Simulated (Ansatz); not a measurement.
## Molecular dynamics of B₂SiH₆O

The run: molecular dynamics of B₂SiH₆O. Method and program: RKS BLYP/6-31G* (Ansatz 0.2.0).

The geometry comes from this level: PBE0-D4/def2-TZVP. Figures and captions count atoms from 1; the log counts them from 0 in places.

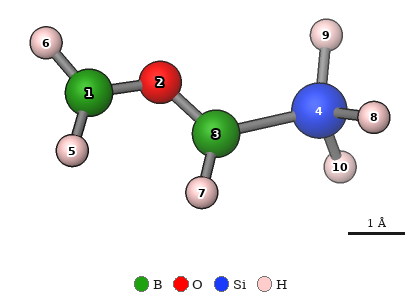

Fig. 1: The structure as given in the input (ball-and-stick view, seen at a tilt; atoms are numbered from 1 in the order of the input). Bond lengths as drawn: B–H 1.20 Å, B–O 1.37 Å, B–Si 2.03 Å and H–Si 1.49 Å.

## Input file
```yaml
crystal:
  periodic: [false, false, false]
  atoms:
    - {symbol: B, position_ang: [-0.804570, 1.660282, -1.422405]}
    - {symbol: O, position_ang: [-0.625398, 0.852884, -0.333247]}
    - {symbol: B, position_ang: [0.292923, -0.158562, -0.255687]}
    - {symbol: Si, position_ang: [0.446863, -1.279431, 1.427442]}
    - {symbol: H, position_ang: [-0.122960, 1.499957, -2.395469]}
    - {symbol: H, position_ang: [-1.648890, 2.502901, -1.347363]}
    - {symbol: H, position_ang: [0.997834, -0.358286, -1.211657]}
    - {symbol: H, position_ang: [0.220814, -2.712419, 1.082335]}
    - {symbol: H, position_ang: [-0.508635, -0.889078, 2.498440]}
    - {symbol: H, position_ang: [1.835219, -1.169446, 1.960511]}
basis:
  gaussian: {orbitals: "6-31G*"}
hamiltonian: {xc: {name: BLYP}}
md: {timestep: 1 fs, n_steps: 50, ensemble: nvt_langevin, temperature: 500, initial_velocities: maxwell_boltzmann, friction: 0.01, seed: 623}
```

Run on 2 threads of Arm Neoverse V1, 23 GiB of memory available, shared host.

Launched with:
```bash
ansatz run in.yaml --threads 2 --pin off --events-out ev --progress --plain --max-ram 4352MiB
```

## Output
```
Functional definition: BLYP
  name "BLYP"
  cite "Becke, Phys. Rev. A 38, 3098 (1988) doi:10.1103/PhysRevA.38.3098"
  cite "Lee, Yang & Parr, Phys. Rev. B 37, 785 (1988) doi:10.1103/PhysRevB.37.785"
  parameter beta = 0.0042
  parameter a = 0.04918
  parameter b = 0.132
  parameter c = 0.2533
  parameter d = 0.349
  exchange = b88_x(beta = beta)
  correlation = lyp_c(a = a, b = b, c = c, d = d)
895 factors; their error is unknown
mean field evaluation 1: about -11369.6361 eV, gradient 4.6e1 eV
mean field evaluation 2: about -11355.6664 eV, gradient 9.8e1 eV
mean field evaluation 4: about -11373.8980 eV, gradient 2.0e0 eV
mean field evaluation 8: about -11373.9093 eV, gradient 3.3e-2 eV
mean field evaluation 16: about -11373.8324 eV, gradient 1.3e-5 eV
mean field -11373.83242182 eV, -417.9806320415 hartree, gradient 1.3e-5 eV, S^2 0.000000; 0 other end points of the search recorded, 0 dependent functions left out
the calculation of the forces begins
reference -11373.83278116 eV, -417.9806452467 hartree; 19, 19 occupied and 57, 57 virtual orbitals, 895 factors
md step     0: t =     0.00 fs  T =   450.0 K  F+E_penalty+E_count = -11373.83242182 eV  E_kin = 0.581670 eV  (26 SCF iters)
these checks for a lower state are left out or cut short: starts, cluster_reference, orbital_swaps, neighbouring_geometries, increment
895 factors; their error is unknown
mean field -11373.78932922 eV, -417.9790484176 hartree, gradient 2.6e-5 eV, S^2 0.000000; 0 other end points of the search recorded, 0 dependent functions left out
the calculation of the forces begins
reference -11373.78968713 eV, -417.9790615703 hartree; 19, 19 occupied and 57, 57 virtual orbitals, 895 factors
md step     1: t =     1.00 fs  T =   400.1 K  F+E_penalty+E_count = -11373.78932922 eV  E_kin = 0.517228 eV  (29 SCF iters)
[... from here on the SCF iterations and repeated set-up lines of each step are left out, up to the last step ...]
md step     2: t =     2.00 fs  T =   335.6 K  F+E_penalty+E_count = -11373.68057194 eV  E_kin = 0.433771 eV  (29 SCF iters)
md step     3: t =     3.00 fs  T =   244.4 K  F+E_penalty+E_count = -11373.57969545 eV  E_kin = 0.315893 eV  (29 SCF iters)
md step     4: t =     4.00 fs  T =   217.0 K  F+E_penalty+E_count = -11373.53849918 eV  E_kin = 0.280439 eV  (29 SCF iters)
md step     5: t =     5.00 fs  T =   208.5 K  F+E_penalty+E_count = -11373.54404215 eV  E_kin = 0.269526 eV  (29 SCF iters)
md step     6: t =     6.00 fs  T =   239.7 K  F+E_penalty+E_count = -11373.56340649 eV  E_kin = 0.309778 eV  (29 SCF iters)
md step     7: t =     7.00 fs  T =   273.4 K  F+E_penalty+E_count = -11373.56580173 eV  E_kin = 0.353396 eV  (28 SCF iters)
md step     8: t =     8.00 fs  T =   284.2 K  F+E_penalty+E_count = -11373.54654537 eV  E_kin = 0.367391 eV  (29 SCF iters)
md step     9: t =     9.00 fs  T =   271.5 K  F+E_penalty+E_count = -11373.51312804 eV  E_kin = 0.350982 eV  (30 SCF iters)
md step    10: t =    10.00 fs  T =   266.5 K  F+E_penalty+E_count = -11373.47570899 eV  E_kin = 0.344454 eV  (30 SCF iters)
md step    11: t =    11.00 fs  T =   223.4 K  F+E_penalty+E_count = -11373.45529100 eV  E_kin = 0.288826 eV  (30 SCF iters)
md step    12: t =    12.00 fs  T =   240.2 K  F+E_penalty+E_count = -11373.47907509 eV  E_kin = 0.310478 eV  (30 SCF iters)
md step    13: t =    13.00 fs  T =   323.8 K  F+E_penalty+E_count = -11373.54735963 eV  E_kin = 0.418574 eV  (29 SCF iters)
md step    14: t =    14.00 fs  T =   367.2 K  F+E_penalty+E_count = -11373.61765949 eV  E_kin = 0.474583 eV  (29 SCF iters)
md step    15: t =    15.00 fs  T =   416.7 K  F+E_penalty+E_count = -11373.65222938 eV  E_kin = 0.538624 eV  (29 SCF iters)
md step    16: t =    16.00 fs  T =   400.5 K  F+E_penalty+E_count = -11373.63435009 eV  E_kin = 0.517713 eV  (29 SCF iters)
md step    17: t =    17.00 fs  T =   314.1 K  F+E_penalty+E_count = -11373.56800866 eV  E_kin = 0.406035 eV  (27 SCF iters)
md step    18: t =    18.00 fs  T =   235.3 K  F+E_penalty+E_count = -11373.48856363 eV  E_kin = 0.304174 eV  (28 SCF iters)
md step    19: t =    19.00 fs  T =   213.7 K  F+E_penalty+E_count = -11373.43166566 eV  E_kin = 0.276166 eV  (29 SCF iters)
md step    20: t =    20.00 fs  T =   220.4 K  F+E_penalty+E_count = -11373.42127357 eV  E_kin = 0.284826 eV  (29 SCF iters)
md step    21: t =    21.00 fs  T =   299.8 K  F+E_penalty+E_count = -11373.45483093 eV  E_kin = 0.387571 eV  (29 SCF iters)
md step    22: t =    22.00 fs  T =   322.8 K  F+E_penalty+E_count = -11373.50288185 eV  E_kin = 0.417208 eV  (29 SCF iters)
md step    23: t =    23.00 fs  T =   351.1 K  F+E_penalty+E_count = -11373.53106841 eV  E_kin = 0.453866 eV  (29 SCF iters)
md step    24: t =    24.00 fs  T =   340.1 K  F+E_penalty+E_count = -11373.50298554 eV  E_kin = 0.439613 eV  (29 SCF iters)
md step    25: t =    25.00 fs  T =   271.2 K  F+E_penalty+E_count = -11373.42944712 eV  E_kin = 0.350607 eV  (29 SCF iters)
md step    26: t =    26.00 fs  T =   234.7 K  F+E_penalty+E_count = -11373.35606251 eV  E_kin = 0.303327 eV  (28 SCF iters)
md step    27: t =    27.00 fs  T =   227.2 K  F+E_penalty+E_count = -11373.32534467 eV  E_kin = 0.293736 eV  (28 SCF iters)
md step    28: t =    28.00 fs  T =   261.8 K  F+E_penalty+E_count = -11373.37096250 eV  E_kin = 0.338432 eV  (28 SCF iters)
md step    29: t =    29.00 fs  T =   315.9 K  F+E_penalty+E_count = -11373.47432754 eV  E_kin = 0.408331 eV  (28 SCF iters)
md step    30: t =    30.00 fs  T =   372.1 K  F+E_penalty+E_count = -11373.56479616 eV  E_kin = 0.481027 eV  (28 SCF iters)
md step    31: t =    31.00 fs  T =   422.0 K  F+E_penalty+E_count = -11373.59535035 eV  E_kin = 0.545477 eV  (29 SCF iters)
md step    32: t =    32.00 fs  T =   377.5 K  F+E_penalty+E_count = -11373.55517374 eV  E_kin = 0.487922 eV  (29 SCF iters)
md step    33: t =    33.00 fs  T =   337.5 K  F+E_penalty+E_count = -11373.46393400 eV  E_kin = 0.436264 eV  (29 SCF iters)
md step    34: t =    34.00 fs  T =   278.3 K  F+E_penalty+E_count = -11373.38204181 eV  E_kin = 0.359698 eV  (29 SCF iters)
md step    35: t =    35.00 fs  T =   292.3 K  F+E_penalty+E_count = -11373.36517659 eV  E_kin = 0.377814 eV  (29 SCF iters)
md step    36: t =    36.00 fs  T =   308.6 K  F+E_penalty+E_count = -11373.40609040 eV  E_kin = 0.398904 eV  (27 SCF iters)
md step    37: t =    37.00 fs  T =   346.5 K  F+E_penalty+E_count = -11373.47504339 eV  E_kin = 0.447942 eV  (29 SCF iters)
md step    38: t =    38.00 fs  T =   390.1 K  F+E_penalty+E_count = -11373.52204768 eV  E_kin = 0.504239 eV  (28 SCF iters)
md step    39: t =    39.00 fs  T =   385.2 K  F+E_penalty+E_count = -11373.50607163 eV  E_kin = 0.497949 eV  (28 SCF iters)
md step    40: t =    40.00 fs  T =   337.7 K  F+E_penalty+E_count = -11373.43274759 eV  E_kin = 0.436450 eV  (28 SCF iters)
md step    41: t =    41.00 fs  T =   294.4 K  F+E_penalty+E_count = -11373.34461758 eV  E_kin = 0.380533 eV  (28 SCF iters)
md step    42: t =    42.00 fs  T =   241.4 K  F+E_penalty+E_count = -11373.29945631 eV  E_kin = 0.312059 eV  (29 SCF iters)
md step    43: t =    43.00 fs  T =   318.7 K  F+E_penalty+E_count = -11373.34886248 eV  E_kin = 0.411948 eV  (29 SCF iters)
md step    44: t =    44.00 fs  T =   412.3 K  F+E_penalty+E_count = -11373.46610351 eV  E_kin = 0.532986 eV  (29 SCF iters)
md step    45: t =    45.00 fs  T =   504.9 K  F+E_penalty+E_count = -11373.57504330 eV  E_kin = 0.652572 eV  (29 SCF iters)
md step    46: t =    46.00 fs  T =   531.2 K  F+E_penalty+E_count = -11373.61658536 eV  E_kin = 0.686573 eV  (29 SCF iters)
md step    47: t =    47.00 fs  T =   544.8 K  F+E_penalty+E_count = -11373.58694090 eV  E_kin = 0.704151 eV  (29 SCF iters)
md step    48: t =    48.00 fs  T =   483.9 K  F+E_penalty+E_count = -11373.51552600 eV  E_kin = 0.625446 eV  (28 SCF iters)
md step    49: t =    49.00 fs  T =   444.9 K  F+E_penalty+E_count = -11373.44730416 eV  E_kin = 0.575061 eV  (29 SCF iters)
these checks for a lower state are left out or cut short: starts, cluster_reference, orbital_swaps, neighbouring_geometries, increment
895 factors; their error is unknown
mean field -11373.43047918 eV, -417.9658609218 hartree, gradient 2.4e-5 eV, S^2 0.000000; 0 other end points of the search recorded, 0 dependent functions left out
the calculation of the forces begins
reference -11373.43084357 eV, -417.9658743131 hartree; 19, 19 occupied and 57, 57 virtual orbitals, 895 factors
895 factors; their error is unknown
mean field evaluation 416: about -11373.4305 eV, gradient 3.0e-2 eV
mean field -11373.43047918 eV, -417.9658609218 hartree, gradient 2.4e-5 eV, S^2 0.000000; 1 other end points of the search recorded, 0 dependent functions left out
the calculation of the forces begins
reference -11373.43084357 eV, -417.9658743131 hartree; 19, 19 occupied and 57, 57 virtual orbitals, 895 factors
md step    50: t =    50.00 fs  T =   376.9 K  F+E_penalty+E_count = -11373.43047918 eV  E_kin = 0.487140 eV  (27 SCF iters)
```

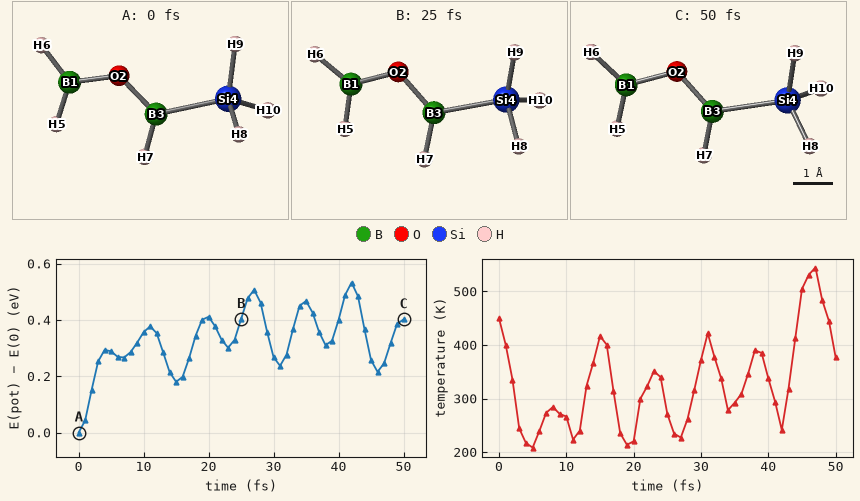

Fig. 2: Frames of the molecular dynamics (ball-and-stick, seen at a tilt) above the curves, on which the letters mark them. The trajectory kept here has 51 frames over 50 fs. The temperature starts at 450 K, ranges from 209 to 545 K and averages 358 K over the second half. The potential energy ends 0.402 eV above its first value. After an unweighted best fit of the last frame on the first, the root-mean-square displacement is 0.28 Å.

```
Total energy: -11373.43084357 eV, -417.9658743131 hartree
Atom 0 at    -0.524044     1.780977    -1.493065 Å, force    -1.546072     0.128288    -0.182272 eV/Å
Atom 1 at    -0.484313     1.097235    -0.271700 Å, force     0.169750    -0.286381    -0.619320 eV/Å
Atom 2 at     0.172923    -0.127677    -0.218184 Å, force     0.721654     0.103314     0.537361 eV/Å
Atom 3 at     0.286200    -1.322540     1.449835 Å, force    -0.952642     2.166732     1.666819 eV/Å
Atom 4 at     0.248365     1.481657    -2.385767 Å, force    -0.098139     0.322220     0.327502 eV/Å
Atom 5 at    -1.543077     2.532090    -1.657177 Å, force     1.371054    -0.567754     0.217993 eV/Å
Atom 6 at     0.937122    -0.450026    -1.101107 Å, force    -0.274181     0.110995    -0.241388 eV/Å
Atom 7 at     0.641886    -2.657573     1.140103 Å, force     0.368500    -1.578012    -0.413258 eV/Å
Atom 8 at    -1.037555    -1.333631     2.353150 Å, force     1.200874    -0.010327    -0.682449 eV/Å
Atom 9 at     1.496798    -0.744954     2.311726 Å, force    -0.960796    -0.389076    -0.610989 eV/Å
Dipole moment:     0.042309     0.021415    -0.189819 e Å
```

## Trajectory as extended XYZ (Å, eV, eV/Å), 10 of the 51 frames kept, from step=0 to step=50
```
10
Properties=species:S:1:pos:R:3:forces:R:3 step=0 time_fs=0.0 energy=-11373.83242 temperature=450.0
B    -0.8046    1.6603   -1.4224   -0.0794   0.3378  -0.4392
O    -0.6254    0.8529   -0.3332   -0.3457   0.1122   0.4424
B     0.2929   -0.1586   -0.2557    0.3668  -0.4043   0.0189
Si    0.4469   -1.2794    1.4274   -0.0195   0.0578  -0.0601
H    -0.1230    1.5000   -2.3955    0.0590   0.0105  -0.1300
H    -1.6489    2.5029   -1.3474   -0.1086   0.1042   0.0156
H     0.9978   -0.3583   -1.2117    0.0891  -0.0363  -0.0963
H     0.2208   -2.7124    1.0823   -0.0213  -0.1936  -0.0106
H    -0.5086   -0.8891    2.4984   -0.1111   0.0227   0.1645
H     1.8352   -1.1694    1.9605    0.1707  -0.0109   0.0948
10
Properties=species:S:1:pos:R:3:forces:R:3 step=6 time_fs=6.0 energy=-11373.56341 temperature=239.7
B    -0.7714    1.6398   -1.4679    0.2731   0.6507   1.3465
O    -0.6236    0.8513   -0.2936   -0.9300   0.9503  -1.2127
B     0.2815   -0.1709   -0.2466    0.7295   0.2818  -0.6261
Si    0.4247   -1.2765    1.4178    0.3875   0.0693   1.6940
H    -0.0025    1.5881   -2.3838   -0.0202  -0.4828  -0.1241
H    -1.5539    2.5590   -1.4059   -0.1916  -0.3941  -0.0100
H     0.9721   -0.2273   -1.2528    0.0777  -0.5465   0.3759
H     0.3634   -2.7144    1.0357   -0.2896  -0.2521   0.0558
H    -0.5922   -0.8845    2.5780    0.7018  -0.4331  -1.0389
H     1.8369   -1.2014    2.0845   -0.7383   0.1564  -0.4603
10
Properties=species:S:1:pos:R:3:forces:R:3 step=11 time_fs=11.0 energy=-11373.45529 temperature=223.4
B    -0.7330    1.6435   -1.4799   -0.1732   0.6520   1.2857
O    -0.6448    0.8614   -0.2654   -0.0525   0.7226  -2.0433
B     0.2805   -0.1792   -0.2553    0.1567   0.5968  -0.3000
Si    0.4101   -1.2778    1.4322    0.3771  -1.9220  -1.7008
H     0.0679    1.5289   -2.3991   -0.4172  -0.2778   0.4268
H    -1.5599    2.5785   -1.4825    0.4697  -0.9250   0.0406
H     0.9582   -0.2633   -1.2747   -0.0820  -0.3870   0.5128
H     0.4375   -2.8063    0.9715   -0.3029   1.1220   0.4884
H    -0.5458   -0.9829    2.4480   -1.1980   0.1417   0.8574
H     1.6763   -1.1591    2.1014    1.2223   0.2767   0.4324
10
Properties=species:S:1:pos:R:3:forces:R:3 step=17 time_fs=17.0 energy=-11373.56801 temperature=314.1
B    -0.6813    1.6543   -1.4581   -0.0780  -0.9630   0.8297
O    -0.6631    0.8920   -0.2596    1.3590  -0.3511  -1.4823
B     0.2964   -0.1761   -0.2632   -1.5358   0.8650   1.1712
Si    0.3931   -1.2826    1.4351    0.1229   0.9279   1.2316
H     0.1106    1.3689   -2.3099    0.0410   0.2281  -0.1310
H    -1.5311    2.4608   -1.5691   -0.3175   0.4996   0.0148
H     0.9192   -0.4280   -1.2332    0.3376   0.0169  -0.4513
H     0.4297   -2.6755    0.9729   -0.0397  -0.6808   0.1022
H    -0.7552   -1.0182    2.4936    0.8357  -0.2964  -0.8803
H     1.7395   -0.9752    2.1676   -0.7252  -0.2463  -0.4046
10
Properties=species:S:1:pos:R:3:forces:R:3 step=22 time_fs=22.0 energy=-11373.50288 temperature=322.8
B    -0.6330    1.6537   -1.4309   -1.1286  -0.2085  -0.8176
O    -0.6481    0.9144   -0.2675    1.3641  -0.6051  -0.2640
B     0.2866   -0.1518   -0.2376   -0.5463  -0.4150  -0.0705
Si    0.3852   -1.2787    1.4334   -0.4947   0.4295   0.8744
H     0.1359    1.2786   -2.2762    0.1164   0.5662  -0.1301
H    -1.5556    2.4296   -1.6258    0.5581   0.0368   0.2272
H     0.9506   -0.5702   -1.2299   -0.5928   0.8590   0.7311
H     0.4162   -2.6886    0.9632    0.1292  -0.3019   0.1242
H    -0.7892   -1.1155    2.4607    0.7896  -0.0859  -0.6617
H     1.6845   -0.8940    2.1201   -0.1949  -0.2751  -0.0129
10
Properties=species:S:1:pos:R:3:forces:R:3 step=28 time_fs=28.0 energy=-11373.37096 temperature=261.8
B    -0.6046    1.6412   -1.4061    0.1699   0.3632  -2.1865
O    -0.5975    0.9389   -0.2704   -0.1980  -0.0523   1.2580
B     0.2525   -0.1192   -0.2024    0.0181  -1.4772   1.0577
Si    0.3720   -1.2742    1.4358    0.5595  -1.5803  -1.8015
H     0.1943    1.3425   -2.2465    0.2297   0.2330  -0.1807
H    -1.4426    2.4121   -1.6475   -0.6946   0.8146   0.1706
H     0.8851   -0.5392   -1.1069    0.3566   0.3300  -0.7335
H     0.4498   -2.7816    0.9421    0.1166   1.1082   0.3947
H    -0.6992   -1.2373    2.3394   -1.5145   0.1826   1.4033
H     1.6010   -0.8975    2.0976    0.9568   0.0783   0.6178
10
Properties=species:S:1:pos:R:3:forces:R:3 step=33 time_fs=33.0 energy=-11373.46393 temperature=337.5
B    -0.5883    1.6370   -1.4311    0.2098   1.4713  -1.1802
O    -0.5564    0.9551   -0.2571   -1.1622   1.0105   0.4107
B     0.2242   -0.1215   -0.1697    1.3440  -1.6894  -0.5339
Si    0.3615   -1.2808    1.4202   -0.3001   0.5723   2.4576
H     0.2839    1.4610   -2.2570   -0.2892  -0.1062   0.0773
H    -1.4070    2.5083   -1.5901   -0.1202  -0.2150   0.1099
H     0.8857   -0.4348   -1.1534   -0.0633   0.0683   0.2972
H     0.5091   -2.6595    1.0284    0.1472  -1.0820  -0.3745
H    -0.8734   -1.2746    2.4618    1.2173   0.1590  -0.8841
H     1.7175   -0.9193    2.1511   -0.9832  -0.1888  -0.3800
10
Properties=species:S:1:pos:R:3:forces:R:3 step=39 time_fs=39.0 energy=-11373.50607 temperature=385.2
B    -0.5699    1.6583   -1.4869    0.0584   1.4216   1.2672
O    -0.5255    1.0077   -0.2477   -0.4248  -0.3079  -0.5435
B     0.2062   -0.1631   -0.1527    0.4277   1.0645  -1.2699
Si    0.3433   -1.2856    1.4216   -0.6782  -1.8458   0.8891
H     0.3263    1.5838   -2.2672   -0.0213  -0.4758  -0.3488
H    -1.3891    2.5471   -1.5357   -0.1572  -0.3661  -0.3080
H     0.8828   -0.3435   -1.1337    0.1675  -0.5205   0.0261
H     0.6326   -2.7466    1.0729   -0.3043   0.3855  -0.1170
H    -0.8131   -1.2862    2.3940    0.1481   0.1008  -0.1232
H     1.5674   -0.9937    2.1433    0.7842   0.5437   0.5279
10
Properties=species:S:1:pos:R:3:forces:R:3 step=44 time_fs=44.0 energy=-11373.46610 temperature=412.3
B    -0.5545    1.7125   -1.5076    0.3721  -0.0502   1.4272
O    -0.5090    1.0537   -0.2474    0.0774  -0.7410  -1.0242
B     0.1867   -0.1715   -0.1653    0.4061   1.7862  -1.0954
Si    0.3167   -1.2941    1.4323    1.2723  -2.1000  -0.3040
H     0.2900    1.5822   -2.3485   -0.0185  -0.3220   0.0009
H    -1.4167    2.5055   -1.5832   -0.5609   0.3916  -0.2439
H     0.9090   -0.3477   -1.1190   -0.0523  -0.4590   0.0062
H     0.6622   -2.8002    1.1126   -0.3591   1.0169  -0.0335
H    -0.8021   -1.3381    2.2955   -1.3793   0.0846   1.0973
H     1.5230   -0.9325    2.2159    0.2423   0.3927   0.1694
10
Properties=species:S:1:pos:R:3:forces:R:3 step=50 time_fs=50.0 energy=-11373.43048 temperature=376.9
B    -0.5240    1.7810   -1.4931   -1.5461   0.1283  -0.1823
O    -0.4843    1.0972   -0.2717    0.1698  -0.2864  -0.6193
B     0.1729   -0.1277   -0.2182    0.7217   0.1033   0.5374
Si    0.2862   -1.3225    1.4498   -0.9526   2.1667   1.6668
H     0.2484    1.4817   -2.3858   -0.0981   0.3222   0.3275
H    -1.5431    2.5321   -1.6572    1.3711  -0.5678   0.2180
H     0.9371   -0.4500   -1.1011   -0.2742   0.1110  -0.2414
H     0.6419   -2.6576    1.1401    0.3685  -1.5780  -0.4133
H    -1.0376   -1.3336    2.3531    1.2009  -0.0103  -0.6824
H     1.4968   -0.7450    2.3117   -0.9608  -0.3891  -0.6110
```

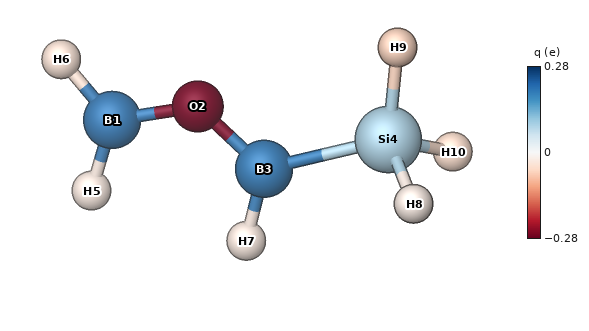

Fig. 3: Mulliken charges, as the colour of each atom (ball-and-stick view, seen at a tilt; atoms are numbered from 1 in the order of the input). By element: B +0.20 to +0.21, O −0.27, Si +0.09 and H −0.06 to −0.02 e.

## Results in brief

```tsv
quantity	value
outcome	finished
mean temperature over the second half	358 K
trajectory	50 steps, 50 fs
ensemble	nvt_langevin
temperature in the input	500 K
time step	1 fs
potential energy (last step)	−11373.4308 eV
SCF solution under orbital rotations (last step)	stable
largest force (length of the vector) (last step)	2.895 eV/Å
dipole moment (last step)	0.94 D
wall time	62 s (CPU time 2 min)
peak memory	0.43 GiB
```

So short a trajectory is not equilibrated. The logged temperature at the start can lie below the typed one, since it is counted over all degrees of freedom.
